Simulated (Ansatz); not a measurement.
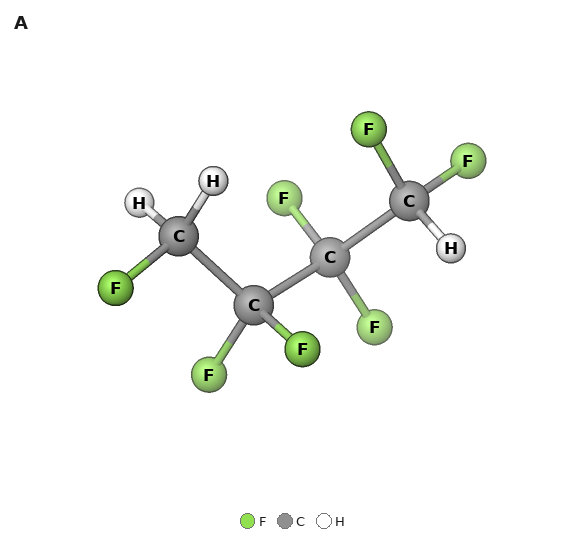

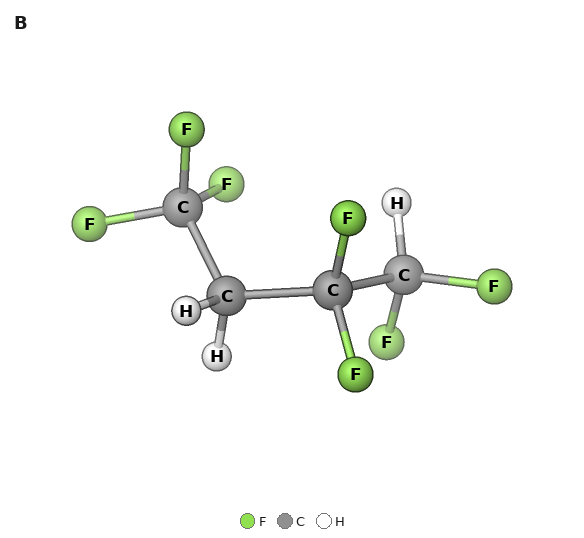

Depth is shown by fading: the farther an atom, the more it takes the colour of the background. The geometry was computed by an optimisation with PBE0-D4/def2-TZVP.

> Are A and B the same structure? If not, how do they differ?

No. They are constitutional isomers of C4H3F7: A is FCC(F)(F)C(F)(F)C(F)F, B is FC(F)C(F)(F)CC(F)(F)F
